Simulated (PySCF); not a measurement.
# C₄H₁₀, SMILES `CC(C)C`: electronic structure

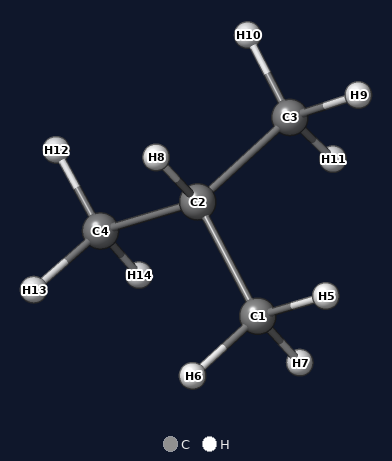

The molecule, with its atoms numbered as below. No frequency check shows the geometry to be a minimum.

Cartesian coordinates (Å):

```
C1       0.3057   -1.4152   -0.0995
C2       0.0001   -0.0001    0.3848
C3       1.0727    0.9724   -0.0995
C4      -1.3785    0.4429   -0.0994
H5       1.2789   -1.7422    0.2602
H6      -0.4456   -2.1147    0.2602
H7       0.3109   -1.4492   -1.1871
H8       0.0001   -0.0000    1.4811
H9       2.0542    0.6715    0.2602
H10      0.8693    1.9787    0.2602
H11      1.0996    0.9939   -1.1871
H12     -1.6087    1.4433    0.2602
H13     -2.1483   -0.2364    0.2602
H14     -1.4106    0.4554   -1.1870
```

Part 1: Bonding charge

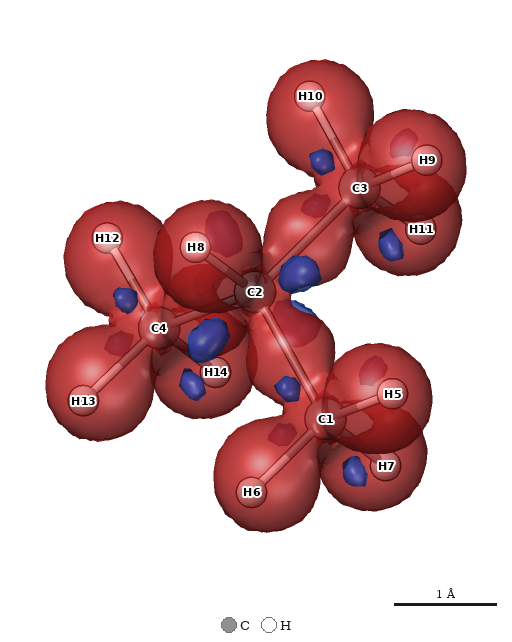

Deformation density (molecule less spherical, spin-averaged free atoms at the same positions), surfaces at ±0.1 e/Å³; red: gain, blue: loss.

Method: PBE0/def2-TZVP; geometry: GFN2-xTB; program: PySCF.

> Describe the bonding that the map shows.

C2–H8: +0.72 e/Å³ at the bond critical point (bond length 1.10 Å, Mayer order 0.9). C4–H12, C1–H6, C3–H9, C1–H5 and 2 more like them: +0.70 e/Å³ at the bond critical point (bond length 1.09 Å, Mayer order 1.0). C3–H11, C4–H14 and C1–H7: +0.70 e/Å³ at the bond critical point (bond length 1.09 Å, Mayer order 1.0). C1–C2, C2–C3 and C2–C4: +0.48 e/Å³ at the bond critical point (bond length 1.53 Å, Mayer order 1.0). In all, 2.9 electrons gather in the regions of gain relative to the promolecule.

Part 2: Bond critical points

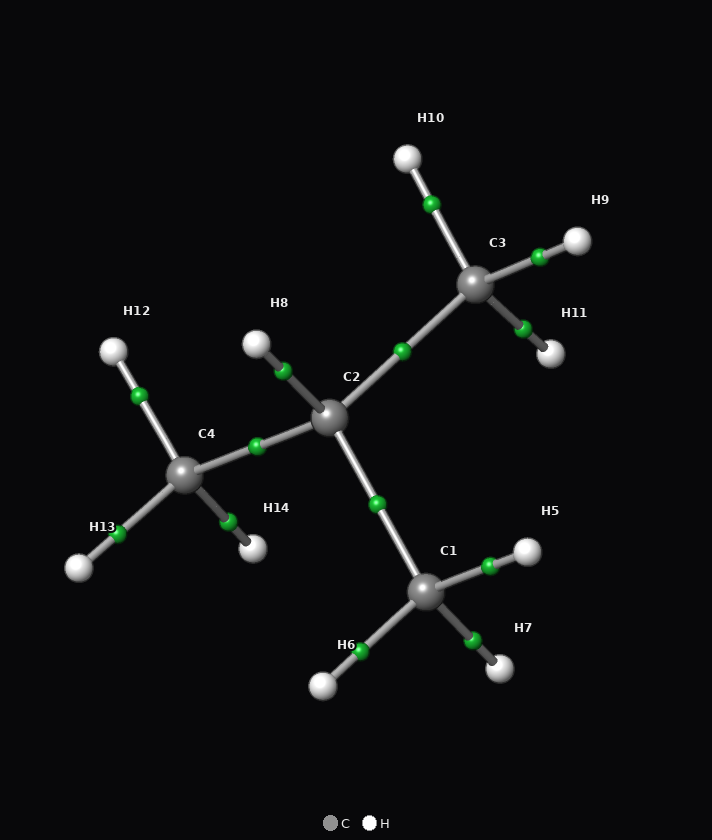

Molecular graph of the electron density (QTAIM): bond paths, bond critical points (green), ring points (magenta, if any); weak paths are dashed.

> How many critical points of each kind are there, and does the count close?

14 nuclei, 13 bond, 0 ring and 0 cage critical points: 14 − 13 + 0 − 0 = 1, as the Poincaré–Hopf relation requires.

> What does the calculation give at each kind of bond critical point?

| bond | length (Å) | ρ (a.u.) | ∇²ρ (a.u.) | ε | H (a.u.) |
| --- | --- | --- | --- | --- | --- |
| C4–H12 (6 alike) | 1.088 | 0.279 | −0.95 | 0.01 | −0.282 |
| C3–H11 (3 alike) | 1.088 | 0.278 | −0.95 | 0.01 | −0.281 |
| C2–H8 | 1.096 | 0.278 | −0.95 | 0.00 | −0.280 |
| C1–C2 (3 alike) | 1.527 | 0.247 | −0.61 | 0.01 | −0.212 |

> What kind of interaction is C4–H12?

Shared-shell (covalent): ρ = 0.279, ∇²ρ = −0.95, H = −0.282 a.u.

Part 3: Local ionisation energy

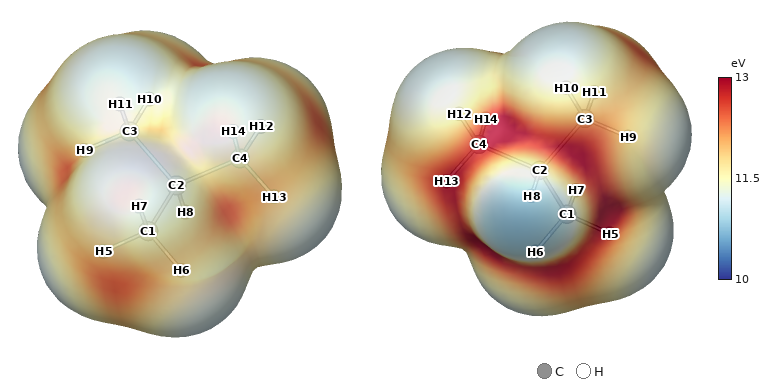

Average local ionisation energy on the surface of electron density 0.001 a.u. (back view left, front view right).

> Where are the most loosely bound electrons on this surface?

The lowest value is 10.6 eV, 1.4 Å from H8. Further minima include 11.1 eV, 1.4 Å from H7, and at like points elsewhere. For comparison, the highest occupied orbital lies at −9.1 eV.

Part 4: Excited states

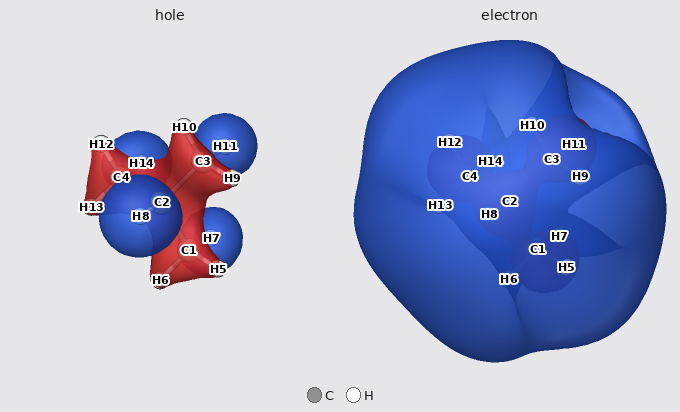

Leading natural transition orbital pair of S₁ (TDA singlet states); the surfaces enclose about 85 % of each orbital's density.

Method: PBE0/def2-SVPD; geometry: GFN2-xTB; program: PySCF.

> Give its energy and the atoms that hole and electron lie on.

8.70 eV (143 nm), f = 0.007, diffuse (Rydberg-like) orbital; the leading pair carries 99 %; hole on C2 (25 %), H8 (20 %) and C1, C3 and C4 (10 % each), electron on H8 (11 %), H5, H6, H9, H10, H12 and H13 (8 % each) and C1, C3 and C4 (6 % each) (atom shares of so diffuse an orbital are rough); their centroids lie 0.2 Å apart; S₂ and S₃ lie within 0.1 eV of it. In canonical orbitals it is mainly HOMO → LUMO (98 %). The HOMO–LUMO gap is 9.87 eV.

Part 5: Localised orbitals

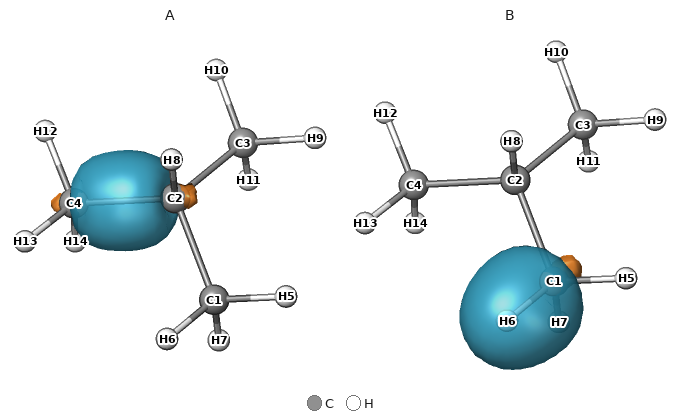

Pipek–Mezey orbitals, occupied; each surface holds about 70 % of the orbital's density. Energies are diagonal elements of the Fock matrix.

Method: r2SCAN/6-31G*; geometry: GFN2-xTB; program: PySCF.

> Name the orbitals, with their atomic make-up and energies.

By panel:
- A: σ bond C4–C2 (C4 50 %, C2 49 %; −12.5 eV)
- B: σ bond C1–H6 (C1 55 %, H6 45 %; −11.7 eV)

Part 6: Stretching a bond

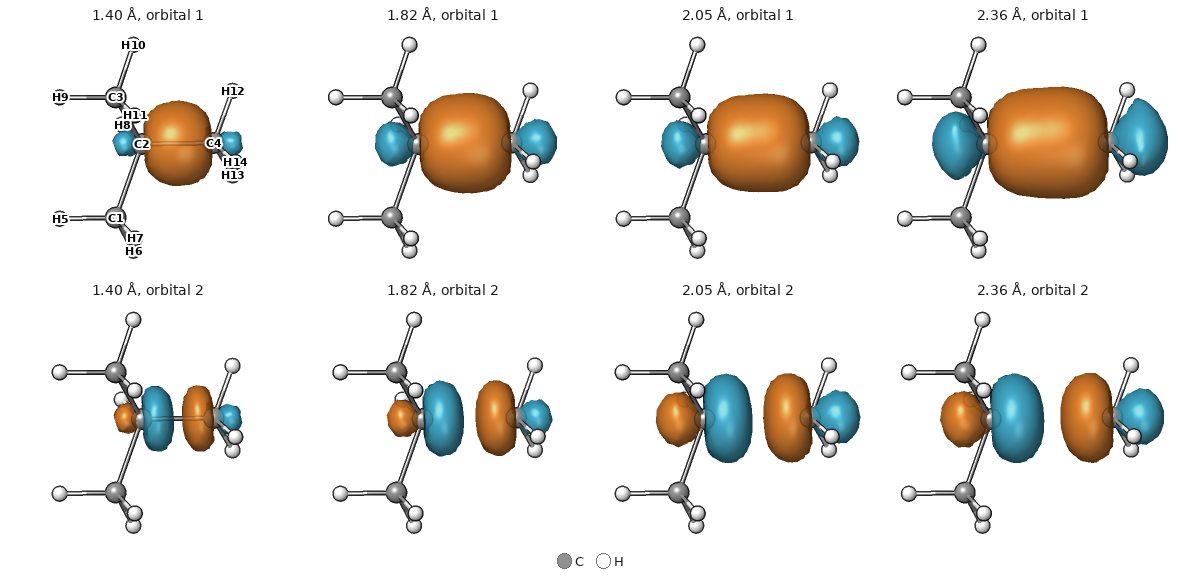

Rigid stretch of the C2–C4 bond. The two CASSCF(2,2) natural orbitals nearest half filling (orbital 1 the more occupied).

Level of theory: def2-SVP basis (PySCF), at a geometry from GFN2-xTB.

> How do the occupations change along the stretch?

1.40 Å: 1.99 and 0.01; 1.82 Å: 1.96 and 0.04; 2.05 Å: 1.92 and 0.08; 2.36 Å: 1.83 and 0.17. At the longest distance computed (4.26 Å) they are 1.10 and 0.90, and the effective number of unpaired electrons is 2.0.

> Where does the UHF solution part from RHF?

Between 2.05 Å (⟨S²⟩ = 0, the two coincide) and 2.36 Å (⟨S²⟩ = 0.55); at 4.26 Å ⟨S²⟩ is 1.01 and UHF lies 4.8 eV below RHF.

> How much energy does the stretch cost?

By CASSCF, 4.0 eV from the lowest point of the scan (1.52 Å) to 4.26 Å; RHF gives 8.2 eV from its own lowest point. The fragments aren't relaxed and dynamic correlation is missing, so this isn't a bond dissociation energy.

The PySCF runs shown took 18 s, 6.7 min, 13 s and 3.9 min on 1 thread of Intel(R) Xeon(R) Platinum 8488C (Sapphire Rapids), with other jobs on the host.
